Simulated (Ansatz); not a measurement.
# (AlAs)2(InP)1 [001] superlattice, started as zinc blende: the cell at rest

Wanted: the relaxed cell of (AlAs)2(InP)1 [001] superlattice, started as zinc blende.

Main program and level: Ansatz 0.2.0; DFT PBE, scalar-relativistic, plane waves, PAW.

The structure was built from a prototype and need not be the compound's stable phase.

## 1. The starting structure

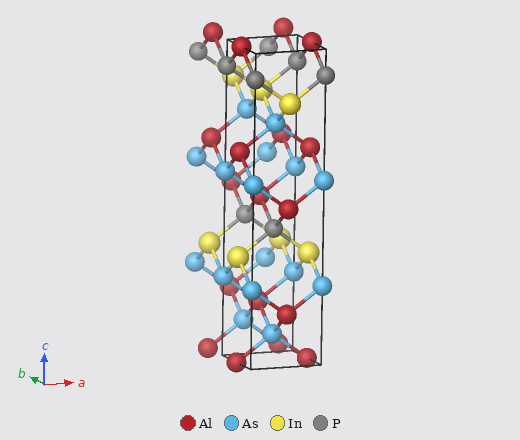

Start, viewed slightly off an axis; aluminium red, arsenic blue, indium yellow, phosphorus grey. 1×2×1 cells are drawn. This picture shows the conventional cell, with its axes. Some periodic images of atoms are drawn too.

## 2. Probe on a coarse mesh

First a cheap look: the gap decides the mesh and the occupations, the pressure tells how far the cell has to move.

Contents of input.yaml:

```yaml
crystal:
  lattice:
    - [2.865, 2.865, 0.0]
    - [-2.865, 2.865, 0.0]
    - [2.865, 0.0, 8.595]
  atoms:
    - { symbol: Al, position: [0.0, 0.0, 0.0] }
    - { symbol: Al, position: [0.333333, 0.666667, 0.333333] }
    - { symbol: As, position: [0.416667, 0.083333, 0.166667] }
    - { symbol: As, position: [0.75, 0.75, 0.5] }
    - { symbol: In, position: [0.666667, 0.333333, 0.666667] }
    - { symbol: P, position: [0.083333, 0.416667, 0.833333] }
kpoints:
  mp_grid: { grid: [4, 4, 4] }
hamiltonian:
  xc: pbe
scf:
  occupations: { method: gaussian, width: 0.1 }
output:
  forces: true
  stress: true
  eigenvalues: true
```

Run with:

```console
ansatz run input.yaml --threads 4 --pin off --max-ram 14336MiB --backend cpu --events-out ev --progress --plain --runs-dir out
```

Numbers of over 12 decimals in the logs are rounded to 6 here.

What it wrote:

```text
[...]
k-point 0: bands = [... 23 lower, 4.8767, 6.6212, 6.6360, 6.6618, 8.1551, 8.5075, 8.7464, 9.4869, ... 1 higher]
  k-point 1: bands = [... 23 lower, 5.2480, 5.8113, 6.3880, 6.4162, 8.2659, 8.9779, 9.0803, 9.1833, ... 1 higher]
  k-point 2: bands = [... 23 lower, 5.6755, 5.7138, 5.9424, 6.0075, 8.1614, 8.8906, 9.7339, 9.8367, ... 1 higher]
  k-point 17: bands = [... 23 lower, 4.1143, 4.1377, 4.1891, 4.2473, 8.5948, 8.6760, 9.2934, 9.4795, ... 1 higher]
[key lines of the parts left out:]
SCF converged after 7 iterations
Free energy (F): -17142.855895 eV
Fermi energy:    7.404384 eV
P = ⅓ Tr σ = 3.4170 GPa (34.170 kbar)
```

It took 3.1 s on 4 threads of Arm Neoverse V1, shared host; peak memory 0.44 GiB; 10 s of CPU time.

A gap read on the k-mesh alone can miss the band edges.

Numbers from this step:

| Item | Value |
| --- | --- |
| pressure | 3.417 GPa |
| gap on the k-mesh | 1.493 eV |
| volume per atom | 23.52 Å³ |
| direct gap on mesh | 1.493 eV |

The coarse mesh shows a gap of 1.49 eV and a pressure of 3.4 GPa.

## 3. Coarse relaxation

The start is far from rest, so a relaxation with loose tolerances brings it close first.

input.yaml, as its differences from that of step 2:

```diff
@@ -13,3 +13,3 @@
 kpoints:
-  mp_grid: { grid: [4, 4, 4] }
+  mp_grid: { grid: [6, 6, 6] }
 hamiltonian:
@@ -22 +22,6 @@
   eigenvalues: true
+relax:
+  adjacent_minimum: "off"
+  f_tol: 0.05
+  max_steps: 80
+  cell: { stress_tol: 0.5 }
```

What it wrote:

```text
[...]
Crystal: 6 atoms, lattice volume = 141.099 Å³
Basis set: ecut = 420 eV, 2785 PW (Γ), exchange–correlation on 60×60×128 points (8 copies of the dense FFT grid, shifted against one another)
Bands: 33, of which v1, the nominal top of the filled ones, is band 27 counted from 1 (26 counted from 0)
Symmetry: 4 space group operations
[...]
- [-2.892999, 2.892999, -7.656366372121098e-18]
    - [2.899004, 0.00600569, 8.704926]
  atoms:
    - { symbol: Al, position: [-0.000234946, 0.000234946, 0.000469892] }
    - { symbol: Al, position: [0.337326, 0.662674, 0.325347] }
    - { symbol: As, position: [0.418898, 0.081102, 0.162203] }
    - { symbol: As, position: [0.757661, 0.742339, 0.484679] }
    - { symbol: In, position: [0.662539, 0.337461, 0.674923] }
    - { symbol: P, position: [0.073811, 0.426189, 0.852378] }
[key lines of the parts left out:]
SCF converged after 4 iterations
Free energy (F): -17143.277442 eV
Fermi energy:    6.884404 eV
P = ⅓ Tr σ = -0.0149 GPa (-0.149 kbar)
```

The job ended after 36 s (4 threads; peak memory 0.56 GiB).

Step by step:

```csv
step,energy less that of the first step (eV),largest force component (eV/Å),pressure (GPa),volume (Å³)
1,0.0000,1.7823,3.33,141.10
2,-0.3049,0.3200,-0.39,147.14
3,-0.3190,0.0850,-0.16,146.62
4,-0.3198,0.0216,-0.02,146.32
5*,-0.3209,0.0217,-0.01,146.32
```

Relaxation steps marked * repeat the geometry before them on a plane-wave basis chosen anew for their cell, so energy and pressure can jump there.

The run keeps the 4 symmetry operations that it works with, so distortions that break them were not tested.

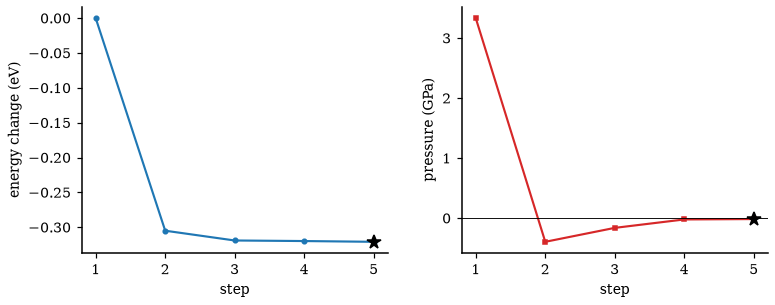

Energy and pressure along the relaxation. Stars mark steps on a basis chosen anew.

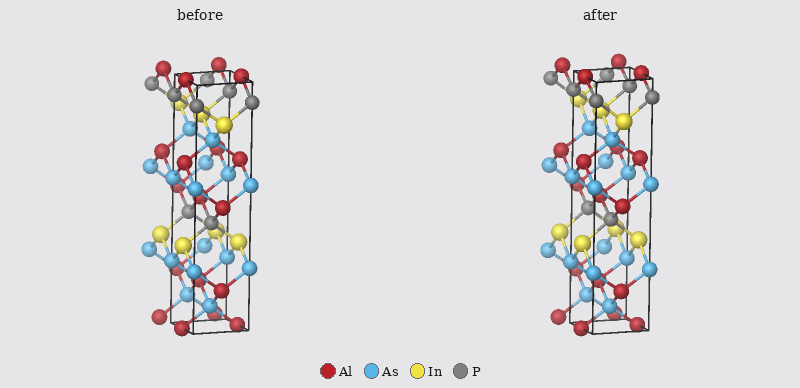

Before and after, at one scale.

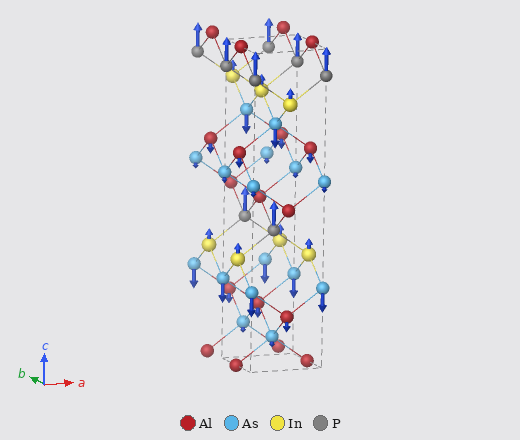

Displacements in the relaxation, exaggerated, measured against the changing cell; the longest in the cell stands for 0.17 Å. 1×2×1 conventional cells are drawn. Some periodic images of atoms are drawn too.

```csv
"conventional cell, symmetrised",before,after,change
a (Å),4.052,4.091,+1.0 %
b (Å),4.052,4.108,+1.4 %
c (Å),17.190,17.410,+1.3 %
volume (Å³/atom),23.52,24.39,+3.7 %
```

The atoms that moved most (Å, as changes of fractional coordinates times the final cell):

```csv
atom,dx,dy,dz,length
P6,0.000,0.000,0.166,0.166
As4,0.000,0.000,-0.133,0.133
In5,0.000,0.000,0.072,0.072
Al2,0.000,0.000,-0.070,0.070
As3,0.000,0.000,-0.039,0.039
```

Final coordinates:

```cif
data_structure
_symmetry_space_group_name_H-M 'P 1'
_symmetry_Int_Tables_number 1
_cell_length_a 4.1083
_cell_length_b 4.0913
_cell_length_c 9.1750
_cell_angle_alpha 102.883
_cell_angle_beta 77.063
_cell_angle_gamma 90.000
_cell_volume 146.32
loop_
_atom_site_label
_atom_site_type_symbol
_atom_site_fract_x
_atom_site_fract_y
_atom_site_fract_z
_atom_site_occupancy
Al1 Al 0.99977 0.00023 0.00047 1
Al2 Al 0.33733 0.66267 0.32535 1
As3 As 0.41890 0.08110 0.16220 1
As4 As 0.75766 0.74234 0.48468 1
In5 In 0.66254 0.33746 0.67492 1
P6 P 0.07381 0.42619 0.85238 1
```

This step gave:

```
pressure           : -0.01495 GPa
gap on the k-mesh  : 1.129 eV
volume per atom    : 24.39 Å³
direct gap on mesh : 1.129 eV
```

In this step the volume went from 23.52 to 24.39 Å³/atom.

## 4. Bringing the structure to rest

The cell and atoms are relaxed, since residual forces and stress would shift the frequencies.

Contents of input.yaml:

```yaml
crystal:
  lattice:
    - [2.9050099653, 2.9050099653, 0.0]
    - [-2.8929985809, 2.8929985809, 0.0]
    - [2.8990042731, 0.0060056922, 8.7049262541]
  atoms:
    - { symbol: Al, position: [-0.0002349461, 0.0002349461, 0.0004698923] }
    - { symbol: Al, position: [0.3373264056, 0.6626735944, 0.3253471888] }
    - { symbol: As, position: [0.4188983934, 0.0811016066, 0.1622032131] }
    - { symbol: As, position: [0.7576605537, 0.7423394463, 0.4846788926] }
    - { symbol: In, position: [0.6625386139, 0.3374613861, 0.6749227722] }
    - { symbol: P, position: [0.0738109795, 0.4261890205, 0.852378041] }
kpoints:
  mp_grid: { grid: [6, 6, 6] }
hamiltonian:
  xc: pbe
scf:
  occupations: { method: gaussian, width: 0.02 }
output:
  forces: true
  stress: true
  eigenvalues: true
  write_density: true
  write_potential: true
  elf: true
  volumetric_format: npy
relax:
  adjacent_minimum: "off"
  f_tol: 0.005
  max_steps: 80
  cell: { stress_tol: 0.05 }
```

What it wrote:

```text
[...]
Crystal: 6 atoms, lattice volume = 146.316 Å³
Basis set: ecut = 420 eV, 2861 PW (Γ), exchange–correlation on 60×60×128 points (8 copies of the dense FFT grid, shifted against one another)
Bands: 33, of which v1, the nominal top of the filled ones, is band 27 counted from 1 (26 counted from 0)
Symmetry: 4 space group operations
[...]
k-points: 46 of 216 (time reversal used)
[...]
SCF iter   1: F=—  HF=-17143.283285 eV  |F-HF|=—  |Δ(HF+E_count)|=         —  Δρ=1.72e-3  dr2=8.27e-3  ethr=1.77e-3  ⟨swp⟩=8.6  Hψ=7491  notcnv=0
[...]
SCF iter   7: F=-17143.277442 eV  HF=-17143.277442 eV  |F-HF|=5.85e-8  |Δ(HF+E_count)|=   8.18e-7  Δρ=4.44e-6  dr2=4.26e-8  ethr=1.85e-10  ⟨swp⟩=15.6  Hψ=15188  notcnv=0
SCF 1 converged in 7 iterations: F = -17143.277442 eV  dr2 = 4.26e-8
[...]
relax step   1: F+E_penalty+E_count = -17143.27744236 eV  Δ(F+E_penalty+E_count) = +0.000e0 eV  max|allowed force component| = 2.167e-2 eV/Å  Δτ_max = 0.0000 Å  P = -0.015 GPa  Ω = 146.316 Å³  (7 SCF iters, dr2 threshold 1.00e-7 eV, accepted)
Crystal: 6 atoms, lattice volume = 146.290 Å³
[...]
SCF iter   4: F=-17143.277482 eV  HF=-17143.277482 eV  |F-HF|=1.14e-9  |Δ(HF+E_count)|=   1.69e-8  Δρ=1.55e-6  dr2=5.46e-9  ethr=5.43e-11  ⟨swp⟩=9.1  Hψ=9567  notcnv=0
SCF 2 converged in 4 iterations: F = -17143.277482 eV  dr2 = 5.46e-9
relax step   2: F+E_penalty+E_count = -17143.27748193 eV  Δ(F+E_penalty+E_count) = -3.957e-5 eV  max|allowed force component| = 5.812e-3 eV/Å  Δτ_max = 0.0018 Å  P = -0.004 GPa  Ω = 146.290 Å³  energy of the carried Pulay correction = +4.788e-6 eV  (4 SCF iters, dr2 threshold 2.93e-8 eV, accepted)
Crystal: 6 atoms, lattice volume = 146.273 Å³
[...]
SCF iter   4: F=-17143.277488 eV  HF=-17143.277488 eV  |F-HF|=2.66e-10  |Δ(HF+E_count)|=   2.20e-9  Δρ=7.43e-7  dr2=1.20e-9  ethr=3.91e-12  ⟨swp⟩=7.2  Hψ=9748  notcnv=0
SCF 3 converged in 4 iterations: F = -17143.277488 eV  dr2 = 1.20e-9
relax step   3: F+E_penalty+E_count = -17143.27748809 eV  Δ(F+E_penalty+E_count) = -6.167e-6 eV  max|allowed force component| = 1.921e-3 eV/Å  Δτ_max = 0.0005 Å  P = +0.004 GPa  Ω = 146.273 Å³  energy of the carried Pulay correction = +8.091e-6 eV  (4 SCF iters, dr2 threshold 2.11e-9 eV, accepted)
[...]
SCF iter   1: F=—  HF=-17143.277487 eV  |F-HF|=—  |Δ(HF+E_count)|=         —  Δρ=2.53e-6  dr2=1.09e-8  ethr=4.80e-7  ⟨swp⟩=3.1  Hψ=11175  notcnv=0
eigensolver tolerance schedule: the retry pair's looser diagonalisation over-reported the residual by 23741.01 of it (diagonalisation noise at an unbounded share of the residual, at the tolerance the schedule requests for it); recorded, not acted on — ethr = c·dr2/N_el stays at c = 1.0e-1
SCF iter   2: F=—  HF=-17143.277480 eV  |F-HF|=—  |Δ(HF+E_count)|=   6.17e-6  Δρ=1.41e-6  dr2=3.56e-9  ethr=2.02e-11  ⟨swp⟩=4.0  Hψ=3872  notcnv=0
[...]
SCF iter   4: F=-17143.277480 eV  HF=-17143.277480 eV  |F-HF|=3.27e-11  |Δ(HF+E_count)|=  3.64e-12  Δρ=1.67e-7  dr2=5.40e-11  ethr=1.00e-12  ⟨swp⟩=6.2  Hψ=8841  notcnv=0
SCF 4 converged in 4 iterations: F = -17143.277480 eV  dr2 = 5.40e-11
relax step   4: F+E_penalty+E_count = -17143.27748043 eV  Δ(F+E_penalty+E_count) = +7.667e-6 eV  max|allowed force component| = 1.919e-3 eV/Å  Δτ_max = 0.0000 Å  P = +0.004 GPa  Ω = 146.273 Å³  stress off target by 6.46e-3 GPa  SCF on the basis re-selected at this cell (its energy is not comparable with the rows above)  (4 SCF iters)
basis re-selected at this cell: Δ(F+E_penalty+E_count) = +7.667e-6 eV, ΔP = -0.000 GPa vs the last step (what re-selecting the basis moved, of the pressure what is left beyond the Pulay correction that the steps carried, after the strain that the cell walked since its last selection, with what the two solves' SCF thresholds leave and, on support functions, any second-order correction that the steps lacked; it is no m [...]
SCF converged after 4 iterations
Free energy (F): -17143.277480 eV
[...]
Internal energy: -17143.277480 eV  (E = F + TS)
E sigma→0 (E₀):  -17143.277480 eV
Fermi energy:    6.888409 eV
[...]
--- Forces (eV/Å), atoms counted from 1 ---
  atom   1  Al     0.00000000    -0.00000000     0.00029931
  atom   2  Al    -0.00000000     0.00000000     0.00001263
  atom   3  As     0.00000000     0.00000000    -0.00006941
  atom   4  As     0.00000000    -0.00000000    -0.00191944
  atom   5  In    -0.00000000    -0.00000000     0.00136423
  atom   6  P      0.00000000    -0.00000000     0.00031268
  max |Σ_I F_I| component: 6.04e-9 eV/Å
--- Stress (GPa, compression-positive) ---
        0.003804      -0.002654      -0.000000
       -0.002654       0.003804       0.000000
       -0.000000       0.000000       0.004234
  P = ⅓ Tr σ = 0.0039 GPa (0.039 kbar)
--- Band table (eV; the first three rows and the last of 46) ---
  k-point 0: bands = [... 23 lower, 4.6656, 6.0472, 6.1786, 6.3233, 7.4535, 7.9713, 8.4445, 8.9627, ... 2 higher]
  k-point 1: bands = [... 23 lower, 4.7724, 5.6241, 6.0683, 6.2274, 7.8078, 7.9806, 8.5192, 8.8722, ... 2 higher]
  k-point 2: bands = [... 23 lower, 4.9948, 5.0219, 5.7899, 6.0073, 7.7882, 8.4035, 8.7180, 9.0600, ... 2 higher]
  k-point 45: bands = [... 23 lower, 3.6623, 3.7795, 4.0103, 4.0166, 7.9702, 8.4472, 8.6059, 9.4361, ... 2 higher]
--- Relaxed structure (3 steps of the walk, 3 accepted, 1 SCFs on fresh bases) ---
[...]
cell:  # Å, volume = 146.2730 Å³
    - [2.905170, 2.905170, 0]
    - [-2.891880, 2.891880, 0]
    - [2.898525, 0.00664464, 8.705272]
  atoms:
    - { symbol: Al, position: [-0.000225035, 0.000225035, 0.00045007] }
    - { symbol: Al, position: [0.337411, 0.662589, 0.325179] }
    - { symbol: As, position: [0.418868, 0.081132, 0.162264] }
    - { symbol: As, position: [0.757654, 0.742346, 0.484693] }
    - { symbol: In, position: [0.662533, 0.337467, 0.674935] }
    - { symbol: P, position: [0.073760, 0.426240, 0.852480] }
```

Wall time 30 s (4 threads); peak memory 0.57 GiB; 1.9 min of CPU time.

Little changed from the start: no atom moved by 0.005 Å and no cell edge by 0.1 %.

This step gave:

```yaml
pressure: 0.003948 GPa
gap_on_the_k_mesh: 1.130 eV
volume_per_atom: 24.38 Å³
direct_gap_on_mesh: 1.130 eV
```

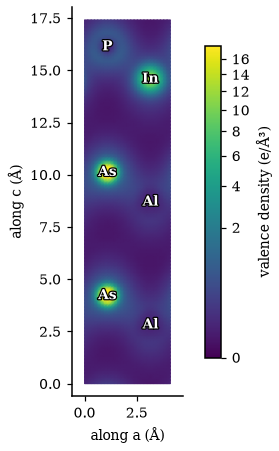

Valence density in the ac plane of the conventional cell at fractional y = 0.000, with atoms of Al and As and In and P within 0.2 Å of it. It is the smooth field of the valence electrons, not physical close to the nuclei. The map starts off the cell's origin, so that atoms lie inside it. The colour scale is stretched toward low values.

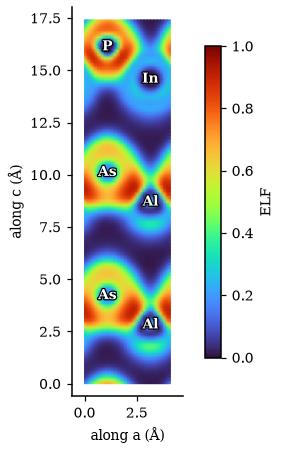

ELF in the ac plane of the conventional cell at fractional y = 0.000, with atoms of Al and As and In and P within 0.2 Å of it. It is the smooth field of the valence electrons, not physical close to the nuclei. The map starts off the cell's origin, so that atoms lie inside it.

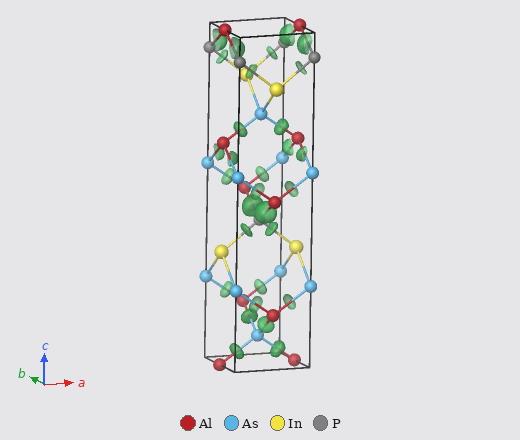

Surface of ELF = 0.85.

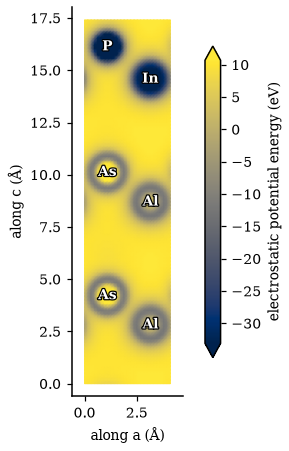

Electrostatic potential energy in the ac plane of the conventional cell at fractional y = 0.000, with atoms of Al and As and In and P within 0.2 Å of it. With pseudopotentials it is smooth inside the atoms' cores, unlike the true potential. The map starts off the cell's origin, so that atoms lie inside it.

In this step the volume went from 24.39 to 24.38 Å³/atom.

## 5. Relaxing to small forces for the phonons

Phonons need a cell at rest on their own settings, so the relaxation is repeated with tight tolerances on forces and stress on the k mesh and occupations of the first response run.

Contents of input.yaml:

```yaml
crystal:
  lattice:
    - [2.9051696769, 2.9051696769, 0.0]
    - [-2.8918803968, 2.8918803968, 0.0]
    - [2.8985250369, 0.0066446401, 8.7052724049]
  atoms:
    - { symbol: Al, position: [-0.0002250349, 0.0002250349, 0.0004500698] }
    - { symbol: Al, position: [0.3374107212, 0.6625892788, 0.3251785577] }
    - { symbol: As, position: [0.4188679433, 0.0811320567, 0.1622641135] }
    - { symbol: As, position: [0.7576537412, 0.7423462588, 0.4846925175] }
    - { symbol: In, position: [0.6625326401, 0.3374673599, 0.6749347199] }
    - { symbol: P, position: [0.0737599892, 0.4262400108, 0.8524800217] }
kpoints:
  mp_grid: { grid: [8, 8, 8] }
hamiltonian:
  xc: pbe
scf:
  occupations: { method: fixed }
output:
  forces: true
  stress: true
  eigenvalues: true
relax:
  adjacent_minimum: "off"
  f_tol: 0.001
  max_steps: 60
  cell: { stress_tol: 0.01 }
```

What it wrote:

```text
[...]
Crystal: 6 atoms, lattice volume = 146.273 Å³
Basis set: ecut = 420 eV, 2861 PW (Γ), exchange–correlation on 60×60×128 points (8 copies of the dense FFT grid, shifted against one another)
Bands: 33, of which v1, the nominal top of the filled ones, is band 27 counted from 1 (26 counted from 0)
Symmetry: 4 space group operations
[...]
- [-2.890335, 2.890335, 0]
    - [2.896981, 0.00664623, 8.715309]
  atoms:
    - { symbol: Al, position: [-0.000215732, 0.000215732, 0.000431463] }
    - { symbol: Al, position: [0.337408, 0.662592, 0.325183] }
    - { symbol: As, position: [0.418872, 0.081128, 0.162257] }
    - { symbol: As, position: [0.757636, 0.742364, 0.484728] }
    - { symbol: In, position: [0.662524, 0.337476, 0.674952] }
    - { symbol: P, position: [0.073776, 0.426224, 0.852448] }
[key lines of the parts left out:]
SCF converged after 6 iterations
Free energy (F): -17143.287523 eV
Fermi energy:    6.323257 eV
P = ⅓ Tr σ = 0.0001 GPa (0.001 kbar)
```

The job ended after 69 s (4 threads; peak memory 0.71 GiB).

Relaxation path:

```csv
step,energy less that of the first step (eV),largest force component (eV/Å),pressure (GPa),volume (Å³)
1,0.0000,0.0025,0.00,146.27
2,0.0000,0.0027,0.00,146.29
3,0.0000,0.0015,0.00,146.28
4,0.0000,0.0000,0.00,146.29
5*,0.0000,0.0000,0.00,146.29
```

Relaxation steps marked * repeat the geometry before them on a plane-wave basis chosen anew for their cell, so energy and pressure can jump there.

Forces are held to the 4 operations that the run works with; a distortion that breaks them can't arise in this run.

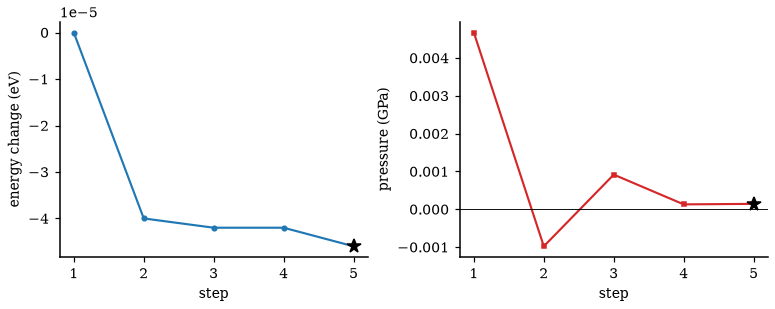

Energy and pressure along the relaxation. Stars mark steps on a basis chosen anew.

```csv
"conventional cell, symmetrised",before,after,change
a (Å),4.090,4.088,-0.1 %
b (Å),4.109,4.106,-0.1 %
c (Å),17.411,17.431,+0.1 %
volume (Å³/atom),24.38,24.38,+0.0 %
```

The relaxed structure:

```xyz
6
Lattice="2.9036 2.9036 0.0000 -2.8903 2.8903 0.0000 2.8970 0.0066 8.7153" Properties=species:S:1:pos:R:3 pbc="T T T"
Al    0.0000    0.0000    0.0038
Al    0.0066    2.8970    2.8341
As    1.4518    1.4518    1.4141
As    1.4585    4.3488    4.2246
In    2.9036    2.9036    5.8824
P     1.4518    1.4518    7.4294
```

This step gave:

| Item | Value |
| --- | --- |
| pressure | 1.44e-4 GPa |
| gap on the k-mesh | 1.127 eV |
| direct gap on mesh | 1.127 eV |

The largest force component left is 0.025 meV/Å and the pressure is 0.000 GPa, within the tolerances set. The cell now holds 24.38 Å³/atom.

## 6. What came out

| Item | Value |
| --- | --- |
| space group after relaxation (within 0.01 Å) | Imm2 |
| lattice constant a | 4.088 Å |
| lattice constant b | 4.106 Å |
| lattice constant c | 17.431 Å |
| volume per atom | 24.4 Å³ |
| gap on the k-mesh | 1.13 eV |

What this shows: The largest force component left is 0.025 meV/Å and the pressure is 0.000 GPa, within the tolerances set. The cell now holds 24.38 Å³/atom. The relaxation keeps the symmetry of its start, so it says nothing on stability against lower symmetry. The starting cell was built on a prototype and not taken from a measurement, so the phase need not exist.

[Logs are printed without paths, hosts, clocks, repeated set-up lines and the standing remarks that a program may print on its own settings, such as how far it seeks lower states.]

[Hosts, paths, dates, database ids (printed as entryN), source tags and the programs' standing remarks are cut or masked in the printed files.]
